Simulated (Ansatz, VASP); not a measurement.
# Zr (Zirconium): VASP beside Ansatz

Wanted: the spread between two codes on one cell, functional and k mesh.

Main program and level: Ansatz 0.2.0; plane waves, with VASP 6.6.1 beside it; relaxation of cell and atoms at r2SCAN with D4.

### 1. The structure

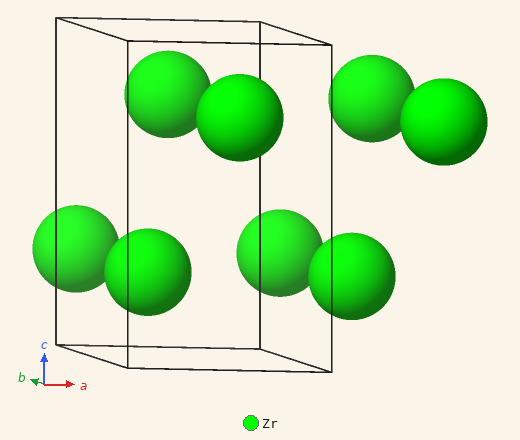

The cell as given, slightly off an axis (zirconium green). 2×2×1 cells are drawn.

### 2. VASP: relaxation of cell and atoms, r2SCAN with D4

The relaxed volume is the usual yardstick between codes: its relative difference is about their pressure difference at one cell divided by the bulk modulus.

Lines of VASP's logs that name or quote its potential files are left out, and so is its time.

Contents of INCAR:

```
SYSTEM = Zr
PREC = Accurate
ENCUT = 520
EDIFF = 1E-06
NELM = 100
ISMEAR = -1
SIGMA = 0.05
LREAL = .FALSE.
ALGO = Normal
METAGGA = R2SCAN
IVDW = 13
VDW_S6 = 1
VDW_S8 = 0.6018749
VDW_A1 = 0.51559235
VDW_A2 = 5.77342911
LASPH = .TRUE.
NBANDS = 18
LORBIT = 11
LWAVE = .FALSE.
LCHARG = .FALSE.
KPAR = 2
IBRION = 2
NSW = 60
ISIF = 3
EDIFFG = -0.01
```

Contents of POSCAR:

```
Zr
1.0
    3.2320000000      0.0000000000      0.0000000000
   -1.6160000000      2.7989941050      0.0000000000
    0.0000000000      0.0000000000      5.1470000000
Zr
2
Direct
    0.3333333333      0.6666666667      0.2500000000
    0.6666666667      0.3333333333      0.7500000000
```

Contents of KPOINTS:

```
Automatic mesh
0
Gamma
8 8 5
0 0 0
```

PAW data sets: Zr_sv (PBE family, release 64).

The run is started by

```sh
$ mpirun -np 2 vasp_std
```

Numbers of over 12 decimals in the logs are rounded to 6 here.

Log:

```text
[banner, memory and clock lines left out]
running    2 mpi-ranks, on    1 nodes
 distrk:  each k-point on    1 cores,    2 groups
 distr:  one band on    1 cores,    1 groups

 POSCAR found type information on POSCAR Zr
 POSCAR found :  1 types and       2 ions
|                                                                             |
|               ----> ADVICE to this user running VASP <----                  |
|                                                                             |
|     You enforced a specific xc type in the INCAR file but a different       |
|     [... a line on the potential file left out ...]
|     I HOPE YOU KNOW WHAT YOU ARE DOING!                                     |
|                                                                             |

 LDA part: xc-table for (None), standard interpolation
 POSCAR, INCAR and KPOINTS ok, starting setup
 FFT: planning ... GRIDC
 FFT: planning ... GRID_SOFT
 FFT: planning ... GRID
 WAVECAR not read
 entering main loop
       N       E                     dE             d eps       ncg     rms          rms(c)
DAV:   1     0.176951505933E+03    0.17695E+03   -0.13643E+04  1080   0.136E+03
DAV:   2    -0.400174525088E+02   -0.21697E+03   -0.21330E+03  1300   0.390E+02
DAV:   3    -0.584490900833E+02   -0.18432E+02   -0.18159E+02  2028   0.753E+01
DAV:   4    -0.589264020468E+02   -0.47731E+00   -0.47699E+00  1268   0.138E+01
DAV:   5    -0.589396739443E+02   -0.13272E-01   -0.13266E-01  1666   0.162E+00    0.180E+01
DAV:   6    -0.455592994092E+02    0.13380E+02   -0.13147E+01  1376   0.208E+01    0.431E+00
DAV:   7    -0.454823500539E+02    0.76949E-01   -0.31484E-01  1252   0.473E+00    0.141E+00
DAV:   8    -0.454971819023E+02   -0.14832E-01   -0.15834E-01  1806   0.298E+00    0.896E-01
DAV:   9    -0.455090948564E+02   -0.11913E-01   -0.28024E-02  1566   0.140E+00    0.616E-01
DAV:  10    -0.455071736925E+02    0.19212E-02   -0.76482E-03  1146   0.747E-01    0.508E-02
DAV:  11    -0.455071904987E+02   -0.16806E-04   -0.59807E-04  1668   0.165E-01    0.325E-02
DAV:  12    -0.455071924665E+02   -0.19678E-05   -0.28603E-05  1280   0.470E-02    0.110E-02
DAV:  13    -0.455071929592E+02   -0.49272E-06   -0.86937E-07   900   0.670E-03
   1 F= -.45636680E+02 E0= -.45629680E+02  d E =-.456367E+02
 curvature:   0.00 expect dE= 0.000E+00 dE for cont linesearch  0.000E+00
 trial: gam= 0.00000 g(F)=  0.182E-46 g(S)=  0.243E-02 ort = 0.000E+00 (trialstep = 0.100E+01)
 search vector abs. value=  0.243E-02
 bond charge predicted
       N       E                     dE             d eps       ncg     rms          rms(c)
DAV:   1    -0.455332933764E+02   -0.26101E-01   -0.10828E+00  1128   0.103E+01    0.150E+00
DAV:   2    -0.455145545647E+02    0.18739E-01   -0.10545E-01  1228   0.275E+00    0.604E-01
DAV:   3    -0.455075571333E+02    0.69974E-02   -0.32164E-02  1574   0.130E+00    0.288E-01
DAV:   4    -0.455081771174E+02   -0.61998E-03   -0.24310E-03  1400   0.214E-01    0.124E-01
DAV:   5    -0.455086164616E+02   -0.43934E-03   -0.15684E-03  1588   0.208E-01    0.473E-02
DAV:   6    -0.455086265327E+02   -0.10071E-04   -0.50153E-05  1252   0.456E-02    0.158E-02
DAV:   7    -0.455086271076E+02   -0.57490E-06   -0.33947E-06  1002   0.143E-02
   2 F= -.45636528E+02 E0= -.45629574E+02  d E =0.151763E-03
 trial-energy change:    0.000152  1 .order    0.000083   -0.002430    0.002597
 step:   0.4631(harm=  0.4834)  dis= 0.00000  next Energy=   -45.637236 (dE=-0.556E-03)
 bond charge predicted
       N       E                     dE             d eps       ncg     rms          rms(c)
DAV:   1    -0.455157086788E+02   -0.70821E-02   -0.31262E-01  1128   0.551E+00    0.824E-01
DAV:   2    -0.455101144850E+02    0.55942E-02   -0.29808E-02  1212   0.147E+00    0.322E-01
DAV:   3    -0.455081128372E+02    0.20016E-02   -0.91353E-03  1526   0.694E-01    0.160E-01
DAV:   4    -0.455083139353E+02   -0.20110E-03   -0.71382E-04  1378   0.116E-01    0.671E-02
DAV:   5    -0.455084641152E+02   -0.15018E-03   -0.46593E-04  1604   0.114E-01    0.253E-02
DAV:   6    -0.455084698064E+02   -0.56912E-05   -0.13820E-05  1036   0.245E-02    0.858E-03
DAV:   7    -0.455084706823E+02   -0.87590E-06   -0.10068E-06   678   0.959E-03
   3 F= -.45637221E+02 E0= -.45630239E+02  d E =-.541303E-03
 curvature:  -0.24 expect dE=-0.183E-05 dE for cont linesearch -0.530E-07
 trial: gam=-0.00639 g(F)=  0.424E-47 g(S)=  0.758E-05 ort = 0.231E-04 (trialstep = 0.893E+00)
 search vector abs. value=  0.738E-05
 reached required accuracy - stopping structural energy minimisation
```

OUTCAR, selected parts (step 2):

```text
ion  position               nearest neighbor table
   1  0.333  0.667  0.250-   2 3.18   2 3.18   2 3.18   2 3.18   2 3.18   2 3.18
   2  0.667  0.333  0.750-   1 3.18   1 3.18   1 3.18   1 3.18   1 3.18   1 3.18

  LATTYP: Found a hexagonal cell.
 ALAT       =     3.2320000000
 C/A-ratio  =     1.5925123762

 Subroutine GETGRP returns: Found 24 space group operations
 (whereof 12 operations were pure point group operations)

The static configuration has the point symmetry D_3d.
 The point group associated with its full space group is D_6h.

 Found     30 irreducible k-points:

   k-points           NKPTS =     30   k-points in BZ     NKDIM =     30   number of bands    NBANDS=     18

   dimension x,y,z NGX =    24 NGY =   24 NGZ =   40
   dimension x,y,z NGXF=    48 NGYF=   48 NGZF=   80

   ENCUT  =  520.0 eV  38.22 Ry    6.18 a.u.   6.01  6.01  9.57*2*pi/ulx,y,z

   NELECT =      24.0000    total number of electrons

 k-points in reciprocal lattice and weights: Automatic mesh
   0.00000000  0.00000000  0.00000000       0.003
   0.12500000  0.00000000  0.00000000       0.019
   0.25000000  0.00000000  0.00000000       0.019
   0.37500000  0.00000000  0.00000000       0.019
   0.50000000  0.00000000  0.00000000       0.009
   0.12500000  0.12500000  0.00000000       0.019
   0.25000000  0.12500000  0.00000000       0.038
   0.37500000  0.12500000  0.00000000       0.038
   0.25000000  0.25000000  0.00000000       0.019
[...]
0.25000000  0.25000000  0.40000000       0.038
   0.37500000  0.25000000  0.40000000       0.038

 average (electrostatic) potential at core
       1 -79.9248       2 -79.9248

 E-fermi :   9.0102

 k-point     1 :       0.0000    0.0000    0.0000
  band No.  band energies     occupation
    ...
      6     -18.4041      2.00000
      7     -18.3977      2.00000
      8     -18.3977      2.00000
      9       2.9726      2.00000
     10       5.7907      2.00000
     11       9.9515      0.00000
     12       9.9515      0.00000
     13       9.9746      0.00000
     14      10.1052      0.00000
     15      10.6893      0.00000
    ...

 k-point     2 :       0.1250    0.0000    0.0000
  band No.  band energies     occupation
    ...
      6     -18.5068      2.00000
      7     -18.4250      2.00000
      8     -18.4117      2.00000
      9       3.4185      2.00000
     10       6.1787      2.00000
     11       9.1709      0.07733
     12       9.2415      0.01942
     13      10.2984      0.00000
     14      10.3677      0.00000
     15      10.7050      0.00000
    ...

 k-point     3 :       0.2500    0.0000    0.0000
  band No.  band energies     occupation
    ...
      8     -18.4493      2.00000
      9       4.5639      2.00000
     10       6.8325      2.00000
     11       7.9885      2.00000
     12       8.4170      1.99999
     13       9.7997      0.00000
     14      10.3420      0.00000
     15      10.3768      0.00000
     16      11.5475      0.00000
     17      11.6537      0.00000
    ...

  DFT-D4 for vdW energy calculation

  Edisp (eV):   -0.12875

  Total      -0.00734    -0.00734     0.01436     0.00000    -0.00000     0.00000
  in kB      -0.25119    -0.25119     0.49121     0.00000    -0.00000     0.00000
  external pressure =       -0.00 kB  Pullay stress =        0.00 kB

  energy-cutoff  :      520.00
  volume of cell :       46.84
      direct lattice vectors                 reciprocal lattice vectors
     3.237662210  0.000000000  0.000000000     0.308864834  0.178323195  0.000000000
    -1.618831105  2.803897723 -0.000000000    -0.000000000  0.356646390  0.000000000
     0.000000000 -0.000000000  5.160056539    -0.000000000  0.000000000  0.193796326

 POSITION                                       TOTAL-FORCE (eV/Angst)
 -----------------------------------------------------------------------------------
     -0.00000      1.86927      1.29001        -0.000000      0.000000      0.000000
      1.61883      0.93463      3.87004         0.000000     -0.000000      0.000000
 -----------------------------------------------------------------------------------
    total drift:                               -0.000000      0.000000     -0.000000

  FREE ENERGIE OF THE ION-ELECTRON SYSTEM (eV)
  ---------------------------------------------------
  free  energy   TOTEN  =       -45.6372213781 eV

  energy  without entropy=      -45.6232571766  energy(sigma->0) =      -45.63023928

 reached required accuracy - stopping structural energy minimisation

 total charge
# of ion       s       p       d       tot
------------------------------------------
    1        2.226   5.968   1.574   9.768
    2        2.226   5.968   1.574   9.768
--------------------------------------------------
tot          4.451  11.937   3.148  19.536

[... 3 further parts left out ...]
```

CONTCAR:

```
Zr
   1.00000000000000
     3.2376622100217149    0.0000000000000000    0.0000000000000000
    -1.6188311050108575    2.8038977227202033   -0.0000000000000000
     0.0000000000000000   -0.0000000000000000    5.1600565386953443
  Zr
     2
Direct
     0.3333333332999970    0.6666666667000030    0.2500000000000000
     0.6666666667000030    0.3333333332999970    0.7500000000000000
```

### 3. Ansatz: relaxation of cell and atoms, r2SCAN with D4

Ansatz runs on its default PAW (the set named soft_2) files.

The same cell, functional, mesh and smearing now go to Ansatz, which takes its cutoff from its data sets.

Contents of input.yaml:

```yaml
crystal:
  lattice:
    - [3.232, 0.0, 0.0]
    - [-1.616, 2.798994105, 0.0]
    - [0.0, 0.0, 5.147]
  atoms:
    - { symbol: Zr, position: [0.3333333333, 0.6666666667, 0.25] }
    - { symbol: Zr, position: [0.6666666667, 0.3333333333, 0.75] }
hamiltonian:
  xc: r2scan
  pseudopotentials: { kind: paw }
  dispersion: d4
kpoints:
  mp_grid: { grid: [8, 8, 5] }
scf:
  occupations: { method: fermi_dirac, width: 0.05 }
relax:
  f_tol: 0.01
  max_steps: 60
  cell: { stress_tol: 0.05 }
output:
  forces: true
  stress: true
```

The run is started by

```sh
$ ansatz run input.yaml --threads 4 --pin off --max-ram 9216MiB --backend cpu --events-out ev --progress --plain --runs-dir out
```

Log:

```text
Engine: ansatz 0.2.0, aarch64-unknown-linux-gnu
Pseudopotentials: kind: paw
Pseudopotential: Zr, paw, valence charge 12, recommended cutoff 500 eV (meta_gga), Zr.paw.azcp
Functional definition: r2SCAN
  parameter k0 = 0.174
  parameter k1 = 0.065
  parameter a1 = 4.9479
  exchange = r2scan_x(k0 = k0, k1 = k1, a1 = a1)
  correlation = r2scan_c
Crystal: 2 atoms, lattice volume = 46.562 Å³
Basis set: ecut = 500 eV, 1165 PW (Γ), exchange–correlation on 96×96×160 points (64 copies of the dense FFT grid, shifted against one another)
Bands: 16, of which v1, the nominal top of the filled ones, is band 12 counted from 1 (11 counted from 0)
Symmetry: 24 space group operations
Space group: P63/mmc (ITA 194), of the structure as read, at distance tolerance 3.6e-5 Å
k-points: 30 of 320
Non-local potential: Zr, projectors of the file, l = 0: 3, l = 1: 2, l = 2: 2, l = 3: 2
PAW form: soft (Blöchl's): semilocal exchange-correlation on the pseudo side does not see the compensation charge
PAW frozen core: Zr, regenerated for the run's functional (the file was generated under x = pbe(κ = 0.804, μ = 0.219515), c = pbe(β = 0.066725))
PAW one-centre angular grid: Zr, 590 points (default); XC on 160 Gauss nodes
Initial density: superposition of atomic densities (neutral atoms: chi_scale 0, normalization atom), corrected by the library's trained network
Initial wavefunctions: pseudopotential atomic-orbital guess
Functional: x = r2scan, c = r2scan; τ floored in thin density (d = 2e-4 eV/Å³)
SCF iter   1: F=—  HF=-8390.118334 eV  |F-HF|=—  |Δ(HF+E_count)|=         —  Δρ=7.30e-3  dr2=1.93e-2  dr2_τ=1.03e-2  ethr=1.77e-3  ⟨swp⟩=4.9  Hψ=2063  notcnv=0
preconditioner: auto → Kerker (q_TF=auto, 2.443 Å⁻¹)  [metal: Δε(μ)=0.038 eV  Ē_g=3.405 eV  σ=0.050 eV  W_gap=0.19  n_scr=10 (ndim 8)  ℏωp=15.4 eV  f_vac=0.000  D(μ)=1.80/eV (n_scr^D=22)]
SCF iter   2: F=—  HF=-8390.179537 eV  |F-HF|=—  |Δ(HF+E_count)|=   6.12e-2  Δρ=4.93e-3  dr2=8.61e-3  dr2_τ=4.39e-4  ethr=8.04e-5  ⟨swp⟩=2.0  Hψ=1199  notcnv=0
SCF iter   3: F=—  HF=-8390.180855 eV  |F-HF|=—  |Δ(HF+E_count)|=   1.32e-3  Δρ=6.07e-4  dr2=1.10e-4  dr2_τ=4.67e-5  ethr=3.59e-5  ⟨swp⟩=2.1  Hψ=889  notcnv=0
SCF iter   4: F=—  HF=-8390.180991 eV  |F-HF|=—  |Δ(HF+E_count)|=   1.36e-4  Δρ=2.15e-4  dr2=1.86e-5  dr2_τ=5.95e-7  ethr=4.59e-7  ⟨swp⟩=2.5  Hψ=821  notcnv=0
SCF iter   5: F=—  HF=-8390.180997 eV  |F-HF|=—  |Δ(HF+E_count)|=   5.59e-6  Δρ=4.87e-5  dr2=9.69e-7  dr2_τ=3.46e-8  ethr=7.74e-8  ⟨swp⟩=2.4  Hψ=682  notcnv=0
SCF iter   6: F=-8390.180998 eV  HF=-8390.180998 eV  |F-HF|=4.67e-8  |Δ(HF+E_count)|=   9.80e-7  Δρ=1.45e-5  dr2=9.22e-8  dr2_τ=2.57e-9  ethr=4.17e-10  ⟨swp⟩=4.2  Hψ=1688  notcnv=0
SCF 1 converged in 6 iterations: F = -8390.180998 eV  dr2 = 9.22e-8
  greatest PAW one-centre occupation: 0.989 electrons in one spin orbital (limit 2), on the Zr atom at site 1 (counted from 0), in its partial waves of l = 0
relax step   1: F+E_penalty+E_count = -8390.18099802 eV  Δ(F+E_penalty+E_count) = +0.000e0 eV  max|allowed force component| = 8.095e-18 eV/Å  Δτ_max = 0.0000 Å  P = +0.586 GPa  Ω = 46.562 Å³  (6 SCF iters, dr2 threshold 1.00e-7 eV, accepted)
[...]
relax step   2: F+E_penalty+E_count = -8390.18040974 eV  Δ(F+E_penalty+E_count) = +5.883e-4 eV  max|allowed force component| = 4.395e-17 eV/Å  Δτ_max = 0.0000 Å  P = -0.706 GPa  Ω = 47.182 Å³  energy of the carried Pulay correction = -3.492e-4 eV  (4 SCF iters, dr2 threshold 2.00e-7 eV, rejected (line search))
[...]
relax step   3: F+E_penalty+E_count = -8390.18138869 eV  Δ(F+E_penalty+E_count) = -3.907e-4 eV  max|allowed force component| = 6.823e-17 eV/Å  Δτ_max = 0.0000 Å  P = -0.007 GPa  Ω = 46.841 Å³  energy of the carried Pulay correction = -1.581e-4 eV  (8 SCF iters, accepted)
[...]
relax step   4: F+E_penalty+E_count = -8390.18155953 eV  Δ(F+E_penalty+E_count) = -1.708e-4 eV  max|allowed force component| = 6.708e-17 eV/Å  Δτ_max = 0.0000 Å  P = -0.006 GPa  Ω = 46.841 Å³  stress off target by 1.12e-2 GPa  SCF on the basis re-selected at this cell (its energy is not comparable with the rows above)  (4 SCF iters)
basis re-selected at this cell: Δ(F+E_penalty+E_count) = -1.708e-4 eV, ΔP = +0.001 GPa vs the last step (what re-selecting the basis moved, of the pressure what is left beyond the Pulay correction that the steps carried, after the strain that the cell walked since its last selection, with what the two solves' SCF thresholds leave and, on support functions, any second-order correction that the steps lacked; it is no m [...]
SCF converged after 4 iterations
Free energy (F): -8390.181560 eV
Harris-Foulkes:  -8390.181560 eV  (|F-HF|=7.28e-12)
Internal energy: -8390.167565 eV  (E = F + TS)
E sigma→0 (E₀):  -8390.174562 eV
Entropy (-TS):   -0.013995 eV (-6.997 meV/atom)
Fermi energy:    13.991151 eV
--- Per-component energies (eV) ---
  E_band       = -215.137273
  E_kinetic    = 663.259888
  E_local      = -1254.652807  (includes V_loc(G=0)·N_el)
  E_nonlocal   = 159.903923
  E_hartree    = 387.084851
  E_xc         = -310.271522
  E_vxc        = -420.519838  (∫ρ·V_xc dr)
  E_paw        = -5942.042447  (= ΣΔE_a)
  E_vpaw       = -162.092496  (= ΣTr[D̂ρ^β])
  E_aug_tail   = 0.000017  (compensation charges beyond the density's cutoff)
  E_vtau       = 24.794299  (kinetic-family band-sum trace: ∫τ·v_τ [+ j·A + Jᵃ·Aᵃ] dr)
  E_ewald      = -2092.990946
  E_disp       = -0.129038  (pairwise vdW)
  E_core_change = -0.329483  (= ΣΔE_core)
  E_smearing   = -0.013995  (= −TS)
  E_closure    = 0.000000  (closes the sum)
  Σ components = -8390.181560   (vs F -8390.181560, Δ=0.00e0)
--- Forces (eV/Å), atoms counted from 1 ---
  atom   1  Zr     0.00000000    -0.00000000    -0.00000000
  atom   2  Zr     0.00000000     0.00000000     0.00000000
  max |Σ_I F_I| component: 9.25e-18 eV/Å
--- Stress (GPa, compression-positive) ---
       -0.011177       0.000000       0.000000
        0.000000      -0.011177      -0.000000
        0.000000      -0.000000       0.003529
  P = ⅓ Tr σ = -0.0063 GPa (-0.063 kbar)
--- Relaxed structure (3 steps of the walk, 2 accepted, 1 SCFs on fresh bases) ---
  F+E_penalty+E_count = -8390.18155953 eV   max|allowed force component| = 6.708e-17 eV/Å   (the final SCF, on the basis selected at the relaxed cell)
  cell:  # Å, volume = 46.8410 Å³
    - [3.236687, 0, 0]
    - [-1.618343, 2.803053, 0]
    - [0, 0, 5.162907]
  atoms:
    - { symbol: Zr, position: [0.333333, 0.666667, 0.250000] }
    - { symbol: Zr, position: [0.666667, 0.333333, 0.75] }
```

The job ended after 5.8 s (4 threads of Arm Neoverse V2, shared host; peak memory 0.48 GiB; 11 s of CPU time).

### 4. Comparison

Known differences besides the PAW data sets themselves: VASP keeps PBE cores, Ansatz makes them for the functional; both relaxations stop at a tolerance, which leaves soft axes loose, and VASP keeps its plane-wave basis; the cutoff is 500 eV in Ansatz and 520 eV in VASP; Ansatz adds a Pulay correction to the stress that steers its cell, VASP none. Total energies have different zeros and are not compared.

The two programs side by side:

```tsv
quantity	Ansatz	VASP	difference
volume (Å³)	46.84	46.84	-0.01 %
edge a after relaxation, in the typed setting (Å)	3.237	3.238	-0.03 %
edge c after relaxation, in the typed setting (Å)	5.163	5.160	+0.05 %
```

The walks stopped with -0.01 GPa left in Ansatz and 0.00 GPa in VASP; each walk ends within a tolerance, so the volume difference is uncertain by about these residues over the bulk modulus, most in soft cells.

### 5. What came out

```
difference in edge c after relaxation, in the typed setting (relaxation of cell and atoms, r2SCAN with D4) : 0.054 %
```

**Reading.** The difference in edge c after relaxation, in the typed setting is 0.054 % (relaxation of cell and atoms, r2SCAN with D4), within the 1.2 % picked in this series as the mark of a large difference, as far as the stopping tolerances let one tell. Differences of this kind measure data sets and numerical settings, not the functional's error against experiment.

[Lines on the potential files, build, host, timing and source positions are cut from VASP's logs without a mark.]

[Logs are printed without paths, hosts, clocks, repeated set-up lines and the standing remarks that a program may print on its own settings, such as how far it seeks lower states.]

[Hosts, paths, dates, database ids (printed as entryN), source tags and the programs' standing remarks are cut or masked in the printed files.]
